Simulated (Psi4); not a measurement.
# A workflow on InH2Cl (SMILES [Cl][InH2])

Aim: a series of 10 runs (PBE-D4/def2-SVP, PBE0-D4/def2-TZVP, PBE-D4/def2-TZVPP, r2SCAN-D4/def2-TZVPP, B3LYP-D4/def2-TZVPP, PBE0-D4/def2-TZVPP, wB97M-V/def2-TZVPP, CCSD(T)/def2-TZVPP, and more) of InH2Cl. 

The results are computed with Psi4 1.11.

## (1) The molecule

The species is InH2Cl (4 atoms), meant as a singlet with charge 0. As SMILES, `[Cl][InH2]`. The shape comes from GFN2-xTB, rattled, which is rough for such elements, and wasn't checked as a minimum. The run starts from this shape.

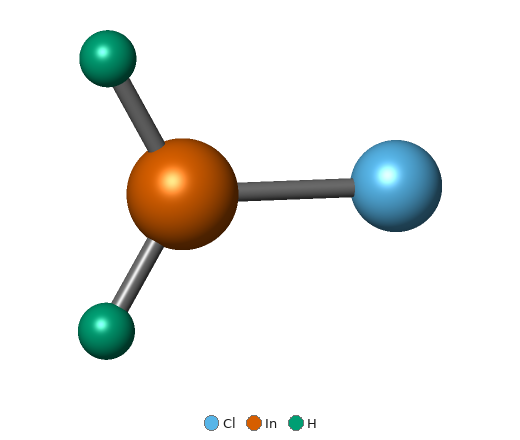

The structure, seen from a chosen angle (chlorine blue, indium orange, hydrogen teal).

## (2) A structure relaxation at PBE-D4/def2-SVP (density fitting, core potential) (run 1)

input.dat

```
memory 3300 MB

molecule mol {
  0 1
  Cl    -1.802939     0.635729    -1.016727
  In     0.104970    -0.107709     0.088447
  H      0.541082    -1.701120     0.056182
  H      1.108965     1.021763     0.840378
  symmetry c1
}

set {
  basis def2-SVP
  scf_type df
  geom_maxiter 60
  max_force_g_convergence 0.0005
}

E, wfn = optimize("pbe-d4", return_wfn=True)
```

Launch:

```bash
$ psi4 -i input.dat -o output.dat -n 2
```

output.dat:

```text
[...]
    !!!  WARNING: ECP capability is in beta. Please check occupations closely.  !!!
[...]
  Running in c1 symmetry.
[...]
  Nuclear repulsion =   99.856083348950833
[...]
  Multiplicity = 1
[...]
  Nalpha       = 20
  Nbeta        = 20
[...]
    Number of basis functions: 54
[...]
   @DF-RKS iter   1:  -651.14188952527593   -8.32421e-01   6.27538e-03 ADIIS/DIIS
[...]
    !!!  WARNING: ECP capability is in beta. Please check occupations closely.  !!!
[...]
   @DF-RKS iter   8:  -651.21508078980332   -7.95808e-13   3.90730e-09 DIIS
[...]
  @DF-RKS Final Energy:  -651.21508078980332
   => Energetics <=
    Nuclear Repulsion Energy =             97.4714894588654346
    One-Electron Energy =               -1165.8706206874603595
    Two-Electron Energy =                 462.6622392702197430
    DFT Exchange-Correlation Energy =     -45.4759517291767423
    Empirical Dispersion Energy =          -0.0022371022513254
    VV10 Nonlocal Energy =                  0.0000000000000000
    Total Energy =                       -651.2150807898033236
[...]
 Multipole Moments:
 ------------------------------------------------------------------------------------
     Multipole            Electronic (a.u.)      Nuclear  (a.u.)        Total (a.u.)
 ------------------------------------------------------------------------------------
 L = 1.  Multiply by 2.5417464519 to convert [e a0] to [Debye]
 Dipole X            :         28.4716445          -27.6154039            0.8562405
 Dipole Y            :        -10.5299458           10.2143377           -0.3156081
 Dipole Z            :         16.0397368          -15.5558354            0.4839014
 Magnitude           :                                                    1.0329167
[...]
  -Total Gradient:
     Atom            X                  Y                   Z
    ------   -----------------  -----------------  -----------------
       1       -0.000043551938    -0.000058590029    -0.000060185676
       2        0.000051505920    -0.000077646186     0.000131004975
       3       -0.000041687343     0.000030986863    -0.000064287108
       4        0.000113326435     0.000074915742     0.000038823322
[...]
    Final optimized geometry and variables:
    Molecular point group: c1
    Full point group: C1
    Geometry (in Angstrom), charge = 0, multiplicity = 1:
    CL          -1.529901041058     0.566041008639    -0.861386210668
    IN           0.448208276994    -0.165813678753     0.252398719742
    H            0.673989210663    -1.873491525567     0.119830597335
    H            1.308512248162     1.138076372652     0.991568277297
    Psi4 run time: 0:01:00.12
[...]
```

On the terminal:

```text
Optimizer: Optimization complete!
```

Run time: 63 s. Hardware: 2 threads of Intel Xeon at 2.50GHz (Skylake/Cascade Lake), shared host; peak memory 0.39 GiB.

Step by step:

```csv
step,energy from the first frame kept (eV),largest force (eV/Å)
0,0.0000,1.2098
1,-0.1079,0.4974
2,-0.0966,0.5526
3,-0.1376,0.1994
4,-0.1443,0.0083
```

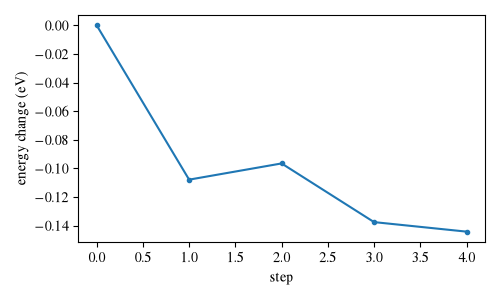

Energy along the run.

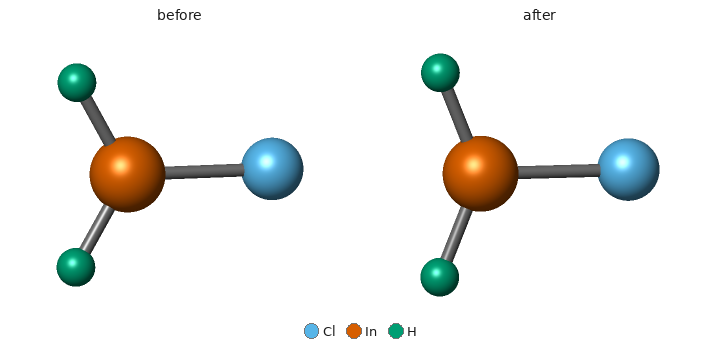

Before and after, at one scale.

After the run. Bond lengths: Cl1–In2 2.385 Å, In2–H3 1.728 Å, In2–H4 1.728 Å. Angles: Cl1–In2–H3 112.1°, Cl1–In2–H4 112.4°, H3–In2–H4 135.5°.

## (3) A structure relaxation at PBE0-D4/def2-TZVP (density fitting, core potential) (run 2)

job.in

```
memory 3.3 GB

molecule mol {
  0 1
  Cl    -1.854628     0.626413    -1.022605
  In     0.123481    -0.105441     0.091180
  H      0.349262    -1.813119    -0.041388
  H      0.983785     1.198449     0.830349
  symmetry c1
}

set {
  scf_type df
  geom_maxiter 50
  max_force_g_convergence 0.0002
}

result, w = optimize("pbe0-d4/def2-TZVP", return_wfn=True)
print_variables()
```

Launch:

```bash
$ psi4 job.in job.out -n 2
```

job.out:

```text
[...]
    !!!  WARNING: ECP capability is in beta. Please check occupations closely.  !!!
[...]
  Running in c1 symmetry.
[...]
  Nuclear repulsion =   97.471505238306790
[...]
  Multiplicity = 1
[...]
  Nalpha       = 20
  Nbeta        = 20
[...]
    Number of basis functions: 99
[...]
   @DF-RKS iter   1:  -651.30004168154721   -9.23814e-01   5.69403e-03 DIIS/ADIIS
[...]
   @DF-RKS iter   6:  -651.42614801825664   -1.59162e-12   3.75520e-09 DIIS
[...]
    Orbital Energies [Eh]
    ---------------------
    Doubly Occupied:
       1A   -101.668852     2A     -9.495090     3A     -7.226181
       4A     -7.222888     5A     -7.221797     6A     -4.742757
       7A     -3.144081     8A     -3.134116     9A     -3.130947
      10A     -0.836016    11A     -0.813287    12A     -0.809565
      13A     -0.806289    14A     -0.804233    15A     -0.772382
      16A     -0.456921    17A     -0.347270    18A     -0.338652
      19A     -0.320556    20A     -0.301512
[...]
  @DF-RKS Final Energy:  -651.42614801825664
   => Energetics <=
    Nuclear Repulsion Energy =             99.1274263914299070
    One-Electron Energy =               -1169.6005056724015958
    Two-Electron Energy =                 453.6083694803045887
    DFT Exchange-Correlation Energy =     -34.5595226660226729
    Empirical Dispersion Energy =          -0.0019155515668430
    VV10 Nonlocal Energy =                  0.0000000000000000
    Total Energy =                       -651.4261480182565265
[...]
 Multipole Moments:
 ------------------------------------------------------------------------------------
     Multipole            Electronic (a.u.)      Nuclear  (a.u.)        Total (a.u.)
 ------------------------------------------------------------------------------------
 L = 1.  Multiply by 2.5417464519 to convert [e a0] to [Debye]
 Dipole X            :         28.0459990          -27.1174035            0.9285955
 Dipole Y            :        -10.4236428           10.0785262           -0.3451166
 Dipole Z            :         15.7584423          -15.2368020            0.5216403
 Magnitude           :                                                    1.1195998
[...]
  -Total Gradient:
     Atom            X                  Y                   Z
    ------   -----------------  -----------------  -----------------
       1        0.000030333588    -0.000010863990     0.000019052271
       2        0.000047540756    -0.000017122352     0.000017823412
       3       -0.000015174953    -0.000029049529    -0.000010493812
       4       -0.000003120622     0.000034880624     0.000007132544
[...]
```

On the terminal:

```text
Optimizer: Optimization complete!
```

Run time: 96 s. Hardware: 2 threads of Intel Xeon at 2.50GHz (Skylake/Cascade Lake), shared host; peak memory 0.57 GiB.

Steps, from the record of the run:

```
step  energy from the first frame kept (eV)  largest force (eV/Å)
   0                                 0.0000                0.4923
   1                                -0.0166                0.1020
   2                                -0.0068                0.2694
   3                                -0.0174                0.0623
   4                                -0.0175                0.0175
   5                                -0.0175                0.0085
   6                                -0.0176                0.0028
```

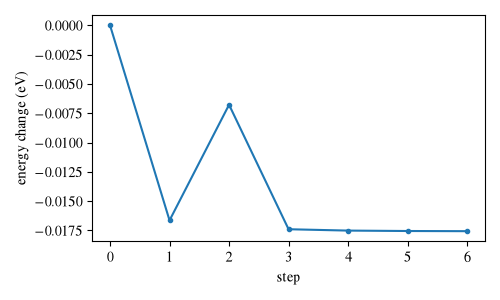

Energy along the run.

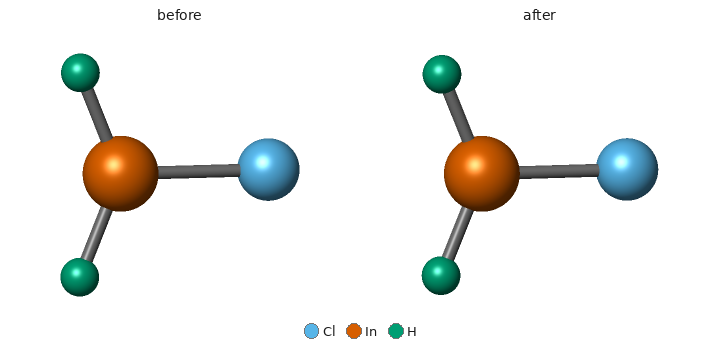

Before and after, at one scale.

After the run. Bond lengths: Cl1–In2 2.344 Å, In2–H3 1.705 Å, In2–H4 1.705 Å. Angles: Cl1–In2–H3 112.5°, Cl1–In2–H4 112.4°, H3–In2–H4 135.1°.

Runs 3 to 9 aren't shown in full; the table further down has their settings and results.

## (4) A single-point energy at MP2/def2-QZVPP (density fitting, core potential, density fitting for correlation) (run 10)

calc.in

```
memory 3300 mb

molecule {
  0 1
  Cl    -1.828102     0.619125    -1.005967
  In     0.115601    -0.103282     0.086199
  H      0.344727    -1.788249    -0.038693
  H      0.966393     1.180273     0.818229
  symmetry c1
}

set basis def2-QZVPP
set scf_type df
set num_frozen_docc 9

result, w = energy('mp2', return_wfn=True)
```

Launch:

```bash
$ psi4 -n 2 calc.in calc.out
```

calc.out:

```text
[...]
    !!!  WARNING: ECP capability is in beta. Please check occupations closely.  !!!
[...]
  Running in c1 symmetry.
[...]
  Nuclear repulsion =   99.127407017244764
[...]
  Multiplicity = 1
[...]
  Nalpha       = 20
  Nbeta        = 20
[...]
    Number of basis functions: 212
[...]
   @DF-RHF iter   1:  -649.88056999860191   -1.21407e+00   1.94984e-03 ADIIS/DIIS
[...]
   @DF-RHF iter  11:  -649.93674701404314   -1.09139e-11   3.34452e-09 DIIS
[...]
    Orbital Energies [Eh]
    ---------------------
    Doubly Occupied:
       1A   -104.794479     2A    -10.520312     3A     -7.987001
       4A     -7.986205     5A     -7.986065     6A     -5.413816
       7A     -3.674773     8A     -3.668011     9A     -3.665206
      10A     -1.086545    11A     -1.060184    12A     -1.058622
      13A     -1.053796    14A     -1.052530    15A     -1.011592
      16A     -0.575820    17A     -0.465083    18A     -0.448250
      19A     -0.439535    20A     -0.415489
[...]
  @DF-RHF Final Energy:  -649.93674701404314
   => Energetics <=
    Nuclear Repulsion Energy =             99.1274070172447637
    One-Electron Energy =               -1169.4016774915314727
    Two-Electron Energy =                 420.3375234602436308
    Total Energy =                       -649.9367470140432488
[...]
 Multipole Moments:
 ------------------------------------------------------------------------------------
     Multipole            Electronic (a.u.)      Nuclear  (a.u.)        Total (a.u.)
 ------------------------------------------------------------------------------------
 L = 1.  Multiply by 2.5417464519 to convert [e a0] to [Debye]
 Dipole X            :         28.1308005          -27.1174114            1.0133891
 Dipole Y            :        -10.4551652           10.0785404           -0.3766248
 Dipole Z            :         15.8060415          -15.2368019            0.5692396
 Magnitude           :                                                    1.2218173
[...]
```

It took 14 s on 2 threads of Intel Xeon at 2.50GHz (Skylake/Cascade Lake), shared host; peak memory 0.49 GiB.

## (5) The series

```csv
run,level,geom maxiter,max force g convergence,energy (Eh),dipole moment (D),HOMO energy (eV),LUMO energy (eV),wall time
1,"PBE-D4/def2-SVP (density fitting, core potential)",60,0.0005,-651.215081,2.63,-6.64,-2.63,63 s
2,"PBE0-D4/def2-TZVP (density fitting, core potential)",50,0.0002,-651.426148,2.85,-8.20,-1.97,96 s
3,"PBE0-D4/def2-TZVP (density fitting, core potential)",–,–,-651.426148,2.85,–,–,5.7 min
4,"PBE-D4/def2-TZVPP (density fitting, core potential)",–,–,-651.387512,2.65,-6.89,-2.70,26 s
5,"r2SCAN-D4/def2-TZVPP (density fitting, core potential)",–,–,-651.618743,2.80,-7.21,-2.42,41 s
6,"B3LYP-D4/def2-TZVPP (density fitting, core potential)",–,–,-651.668792,2.79,-7.96,-2.27,23 s
7,"PBE0-D4/def2-TZVPP (density fitting, core potential)",–,–,-651.426451,2.84,-8.20,-1.98,31 s
8,"wB97M-V/def2-TZVPP (density fitting, core potential)",–,–,-651.496300,2.87,-10.49,-0.50,56 s
9,"CCSD(T)/def2-TZVPP (density fitting, density fitting for correlation)",–,–,timeout,–,–,–,2 min
10,"MP2/def2-QZVPP (density fitting, core potential, density fitting for correlation)",–,–,-650.624087,–,-11.31,0.35,14 s
```

## (6) What came out

```
                                                           quantity          value
                               run 10, MP2/def2-QZVPP: total energy  -650.62409 Eh
        run 10, MP2/def2-QZVPP: HOMO energy (Hartree–Fock orbitals)      -11.31 eV
        run 10, MP2/def2-QZVPP: LUMO energy (Hartree–Fock orbitals)        0.35 eV
      run 10, MP2/def2-QZVPP: HOMO–LUMO gap (Hartree–Fock orbitals)       11.65 eV
run 10, MP2/def2-QZVPP: correlation energy (9 core orbitals frozen)     -687.3 mEh
```

In words: Over runs 3, 4, 5, 6, 7, 8 the dipole moment (its size) runs from 2.65 D (PBE-D4/def2-TZVPP) to 2.87 D (wB97M-V/def2-TZVPP). Over runs 4, 5, 6, 7, 8 the HOMO–LUMO gap runs from 4.19 eV (PBE-D4/def2-TZVPP) to 9.99 eV (wB97M-V/def2-TZVPP). Totals of different functionals can't be ranked against each other. All runs together took 14 min, the longest 5.7 min. 1 of the 10 runs did not end normally.
